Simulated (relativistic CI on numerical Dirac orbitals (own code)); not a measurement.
**Sr¹⁹⁺: E1 transition arrays**

Aim: all E1 lines from the first configuration of Sr¹⁹⁺, summed into arrays with their mean energies and widths.

The numbers are computed with relativistic CI on numerical Dirac orbitals (own code) version 3 (Dirac-Coulomb-Breit CI, KLI orbitals optimised for each configuration, model QED (radiative potential, 1s self-energy scaled to tabulated hydrogen-like ionisation energies), valence Slater integrals scaled by 0.9, whole transition arrays), except any that are marked as measured or tabulated.

### Step 1. The system

| Item | Value |
| --- | --- |
| ion | Sr¹⁹⁺ (Sr XX) |
| nuclear charge | 38 |
| electrons | 19 |
| isotope | A = 88 |
| configurations | [Ar] 3d; [Ar] 4f; [Ne] 3s2 3p5 3d2; [Ar] 4p; [Ar] 5f |

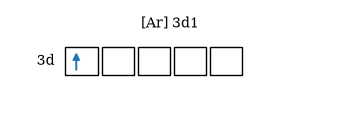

Occupation of the outer shells (arrows by Hund's rule).

### Step 2. Main run

Input settings:

```ini
atom Sr  Z=38  charge=19  electrons=19
nucleus A=88  rms_radius_fm=4.2240
hamiltonian dirac-coulomb  breit=on  qed=on  c_scale=1
orbitals kli  potential=per-configuration
slater_scale 0.9
correlation none
mixing on
configurations
  [Ar] 3d
  [Ar] 4f
  [Ne] 3s2 3p5 3d2
  [Ar] 4p
  [Ar] 5f
end
arrays E1 from the first configuration
```

From the run's result record (rounded, not every field):

```text
status: converged
arrays [upper, lines, gf_sum, mean_eV, sigma_eV, strongest_nm]:
  - ["3p6 4f", 3, 8.525, 419.325, 1.199, 2.964]
  - ["3p5 3d2", 60, 19.18, 141.919, 7.986, 8.467]
  - ["3p6 4p", 3, 0.3371, 338.007, 1.164, 3.663]
  - ["3p6 5f", 3, 2.242, 547.504, 1.236, 2.269]
bins [nm, gf per state]:
  - [2.3, 0.2242]
  - [2.5, 0]
  - [2.7, 0]
  - [2.9, 0.8525]
  - [3.1, 0]
  - [3.3, 0]
  - [3.5, 0]
  - [3.7, 0.03371]
  - [3.9, 0]
  - [4.1, 0]
  - [4.3, 0]
  - [4.5, 0]
  - [4.7, 0]
  - [4.9, 0]
  - [5.1, 0]
  - [5.3, 0]
  - [5.5, 0]
  - [5.7, 0]
  - [5.9, 0]
  - [6.1, 0]
  - [6.3, 0]
  - [6.5, 0]
  - [6.7, 0]
  - [6.9, 0]
  - [7.1, 0]
  - [7.3, 0]
  - [7.5, 0]
  - [7.7, 0]
  - [7.9, 0]
  - [8.1, 0]
  - [8.3, 0.3452]
  - [8.5, 0.8804]
  - [8.7, 0]
  - [8.9, 0.341]
  - [9.1, 0]
  - [9.3, 0.2322]
  - [9.5, 0.00165]
  - [9.7, 0.02129]
  - [9.9, 0.0009789]
  - [10.1, 0.0248]
bin_width [nm]: 0.2
all_arrays: [69, 30.2886, 252.203, 148.806, 2.96357]
strongest [nm, gf, J2_lower, J2_upper, upper]:
  - [2.9636, 4.889, 5, 7, "3p6 4f"]
  - [8.4667, 4.824, 5, 5, "3p5 3d2"]
  - [2.9464, 3.39, 3, 5, "3p6 4f"]
  - [8.9985, 3.262, 5, 7, "3p5 3d2"]
  - [8.3517, 2.797, 3, 3, "3p5 3d2"]
  - [8.4817, 2.457, 5, 3, "3p5 3d2"]
  - [9.2921, 2.322, 3, 5, "3p5 3d2"]
  - [2.2687, 1.283, 5, 7, "3p6 5f"]
  - [8.5026, 1.2, 3, 1, "3p5 3d2"]
  - [2.2583, 0.8957, 3, 5, "3p6 5f"]
  - [8.3318, 0.5213, 3, 3, "3p5 3d2"]
  - [8.5024, 0.323, 5, 3, "3p5 3d2"]
configurations [conf, odd, states]:
  - ["3p6 3d", 0, 10]
  - ["3p6 4f", 1, 14]
  - ["3p5 3d2", 1, 270]
  - ["3p6 4p", 1, 6]
  - ["3p6 5f", 1, 14]
```

Wall time 0.23 s (1 thread, shared host).

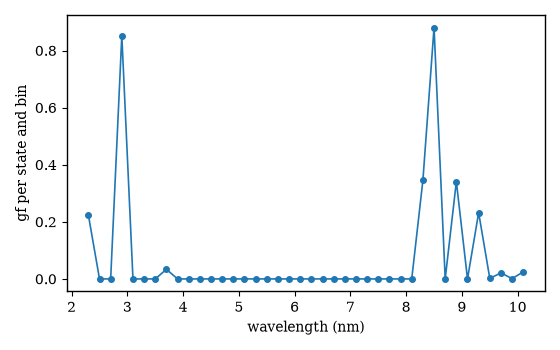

Oscillator strength in bins of 0.2 nm.

### Step 3. Without configuration mixing

Changes to the settings of step 2:

```diff
@@ -6,3 +6,3 @@
 correlation none
-mixing on
+mixing off
 configurations
```

From the record, shortened:

```text
status: converged
arrays [upper, lines, gf_sum, mean_eV, sigma_eV, strongest_nm]:
  - ["3p6 4f", 3, 7.708, 418.989, 1.203, 2.966]
  - ["3p5 3d2", 60, 19.51, 141.92, 7.91, 8.466]
  - ["3p6 4p", 3, 0.4118, 337.936, 1.162, 3.664]
  - ["3p6 5f", 3, 1.929, 547.391, 1.236, 2.269]
bins [nm, gf per state]:
  - [2.3, 0.1929]
  - [2.5, 0]
  - [2.7, 0]
  - [2.9, 0.7708]
  - [3.1, 0]
  - [3.3, 0]
  - [3.5, 0]
  - [3.7, 0.04118]
  - [3.9, 0]
  - [4.1, 0]
  - [4.3, 0]
  - [4.5, 0]
  - [4.7, 0]
  - [4.9, 0]
  - [5.1, 0]
  - [5.3, 0]
  - [5.5, 0]
  - [5.7, 0]
  - [5.9, 0]
  - [6.1, 0]
  - [6.3, 0]
  - [6.5, 0]
  - [6.7, 0]
  - [6.9, 0]
  - [7.1, 0]
  - [7.3, 0]
  - [7.5, 0]
  - [7.7, 0]
  - "... 12 more rows left out ..."
bin_width [nm]: 0.2
all_arrays: [69, 29.5577, 243.362, 145.029, 8.46641]
strongest [nm, gf, J2_lower, J2_upper, upper]:
  - [8.4664, 4.832, 5, 5, "3p5 3d2"]
  - [2.966, 4.417, 5, 7, "3p6 4f"]
  - [8.9748, 3.461, 5, 7, "3p5 3d2"]
  - [2.9487, 3.07, 3, 5, "3p6 4f"]
  - [8.3502, 2.999, 3, 3, "3p5 3d2"]
  - [8.4792, 2.591, 5, 3, "3p5 3d2"]
  - [9.2713, 2.483, 3, 5, "3p5 3d2"]
  - [8.4985, 1.191, 3, 1, "3p5 3d2"]
  - [2.2692, 1.103, 5, 7, "3p6 5f"]
  - [2.2587, 0.7705, 3, 5, "3p6 5f"]
  - [8.3294, 0.3177, 3, 3, "3p5 3d2"]
  - [3.6638, 0.2406, 5, 3, "3p6 4p"]
configurations [conf, odd, states]:
  - ["3p6 3d", 0, 10]
  - ["3p6 4f", 1, 14]
  - ["3p5 3d2", 1, 270]
  - ["3p6 4p", 1, 6]
  - ["3p6 5f", 1, 14]
```

Wall time 0.23 s (1 thread, shared host).

### Step 4. Slater integrals scaled by 1

Changes to the settings of step 3:

```diff
@@ -4,5 +4,5 @@
 orbitals kli  potential=per-configuration
-slater_scale 0.9
+slater_scale 1
 correlation none
-mixing off
+mixing on
 configurations
```

From the record:

```text
status: converged
arrays [upper, lines, gf_sum, mean_eV, sigma_eV, strongest_nm]:
  - ["3p6 4f", 3, 8.628, 419.408, 1.198, 2.963]
  - ["3p5 3d2", 60, 19.54, 144.921, 8.501, 8.276]
  - ["3p6 4p", 3, 0.328, 338.027, 1.165, 3.663]
  - ["3p6 5f", 3, 2.274, 547.53, 1.235, 2.269]
bins [nm, gf per state]:
  - [2.3, 0.2274]
  - [2.5, 0]
  - [2.7, 0]
  - [2.9, 0.8628]
  - [3.1, 0]
  - [3.3, 0]
  - [3.5, 0]
  - [3.7, 0.0328]
  - [3.9, 0]
  - [4.1, 0]
  - [4.3, 0]
  - [4.5, 0]
  - [4.7, 0]
  - [4.9, 0]
  - [5.1, 0]
  - [5.3, 0]
  - [5.5, 0]
  - [5.7, 0]
  - [5.9, 0]
  - [6.1, 0]
  - [6.3, 0]
  - [6.5, 0]
  - [6.7, 0]
  - [6.9, 0]
  - [7.1, 0]
  - [7.3, 0]
  - [7.5, 0]
  - [7.7, 0]
  - "... 10 more rows left out ..."
bin_width [nm]: 0.2
all_arrays: [69, 30.7741, 253.687, 147.361, 8.2764]
strongest [nm, gf, J2_lower, J2_upper, upper]:
  - [8.2764, 4.959, 5, 5, "3p5 3d2"]
  - [2.963, 4.949, 5, 7, "3p6 4f"]
  - [2.9458, 3.431, 3, 5, "3p6 4f"]
  - [8.8706, 3.335, 5, 7, "3p5 3d2"]
  - [9.1563, 2.43, 3, 5, "3p5 3d2"]
  - [8.1713, 2.032, 3, 3, "3p5 3d2"]
  - [8.2946, 1.871, 5, 3, "3p5 3d2"]
  - [8.1512, 1.381, 3, 3, "3p5 3d2"]
  - [2.2686, 1.301, 5, 7, "3p6 5f"]
  - [8.3273, 1.277, 3, 1, "3p5 3d2"]
  - [8.3155, 0.996, 5, 3, "3p5 3d2"]
  - [2.2582, 0.9082, 3, 5, "3p6 5f"]
configurations [conf, odd, states]:
  - ["3p6 3d", 0, 10]
  - ["3p6 4f", 1, 14]
  - ["3p5 3d2", 1, 270]
  - ["3p6 4p", 1, 6]
  - ["3p6 5f", 1, 14]
```

It took 0.23 s on 1 thread, shared host.

### Step 5. Slater integrals scaled by 0.8

Changes to the settings of step 4:

```diff
@@ -4,3 +4,3 @@
 orbitals kli  potential=per-configuration
-slater_scale 1
+slater_scale 0.8
 correlation none
```

From the record, shortened:

```text
status: converged
arrays [upper, lines, gf_sum, mean_eV, sigma_eV, strongest_nm]:
  - ["3p6 4f", 3, 8.423, 419.252, 1.2, 2.964]
  - ["3p5 3d2", 60, 18.82, 138.922, 7.496, 8.664]
  - ["3p6 4p", 3, 0.3461, 337.991, 1.164, 3.663]
  - ["3p6 5f", 3, 2.212, 547.482, 1.236, 2.269]
bins [nm, gf per state]:
  - [2.3, 0.2212]
  - [2.5, 0]
  - [2.7, 0]
  - [2.9, 0.8423]
  - [3.1, 0]
  - [3.3, 0]
  - [3.5, 0]
  - [3.7, 0.03461]
  - [3.9, 0]
  - [4.1, 0]
  - [4.3, 0]
  - [4.5, 0]
  - [4.7, 0]
  - [4.9, 0]
  - [5.1, 0]
  - [5.3, 0]
  - [5.5, 0]
  - [5.7, 0]
  - [5.9, 0]
  - [6.1, 0]
  - [6.3, 0]
  - [6.5, 0]
  - [6.7, 0]
  - [6.9, 0]
  - [7.1, 0]
  - [7.3, 0]
  - [7.5, 0]
  - [7.7, 0]
  - "... 12 more rows left out ..."
bin_width [nm]: 0.2
all_arrays: [69, 29.803, 250.776, 150.268, 2.9641]
strongest [nm, gf, J2_lower, J2_upper, upper]:
  - [2.9641, 4.83, 5, 7, "3p6 4f"]
  - [8.6643, 4.68, 5, 5, "3p5 3d2"]
  - [2.9469, 3.35, 3, 5, "3p6 4f"]
  - [9.129, 3.176, 5, 7, "3p5 3d2"]
  - [8.5421, 3.127, 3, 3, "3p5 3d2"]
  - [8.6726, 2.653, 5, 3, "3p5 3d2"]
  - [9.4266, 2.103, 3, 5, "3p5 3d2"]
  - [2.2688, 1.265, 5, 7, "3p6 5f"]
  - [8.6813, 1.1, 3, 1, "3p5 3d2"]
  - [2.2584, 0.8835, 3, 5, "3p6 5f"]
  - [9.6838, 0.3925, 3, 5, "3p5 3d2"]
  - [2.9654, 0.242, 5, 5, "3p6 4f"]
configurations [conf, odd, states]:
  - ["3p6 3d", 0, 10]
  - ["3p6 4f", 1, 14]
  - ["3p5 3d2", 1, 270]
  - ["3p6 4p", 1, 6]
  - ["3p6 5f", 1, 14]
```

Run time: 0.23 s. Hardware: 1 thread, shared host.

### Step 6. The runs side by side

The array to 3p5 3d2, the strongest of the main run, in each run:

| run | time | mean (eV) | width (eV) | gf sum | strongest line (nm) | strongest array of the run |
| --- | --- | --- | --- | --- | --- | --- |
| main run | 0.23 s | 141.92 | 7.99 | 19.18 | 8.467 | 3p5 3d2 |
| without configuration mixing | 0.23 s | 141.92 | 7.91 | 19.51 | 8.466 | 3p5 3d2 |
| Slater integrals scaled by 1 | 0.23 s | 144.92 | 8.50 | 19.54 | 8.276 | 3p5 3d2 |
| Slater integrals scaled by 0.8 | 0.23 s | 138.92 | 7.50 | 18.82 | 8.664 | 3p5 3d2 |

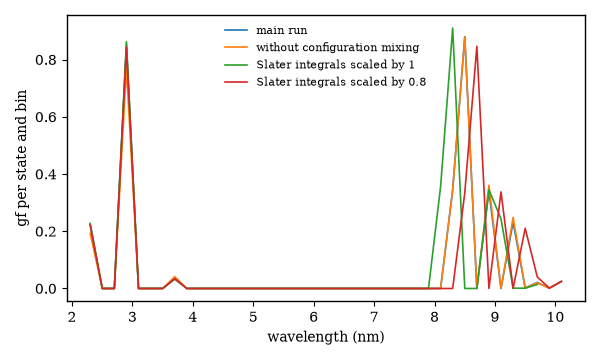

The binned spectra of all runs.

### Step 7. Outcome

| quantity | value |
| --- | --- |
| strongest array, main run | to 3p5 3d2, 60 lines |
| its mean and width | 141.9 ± 8.0 eV (8.74 nm) |
| its share of all gf | 63 % |
| lines in all | 69 |

What this shows: The array to 3p5 3d2 carries 63 % of the oscillator strength, around 8.74 nm. Configuration mixing hardly touches it. All levels of the first configuration count with their statistical weight; no plasma population is modelled.
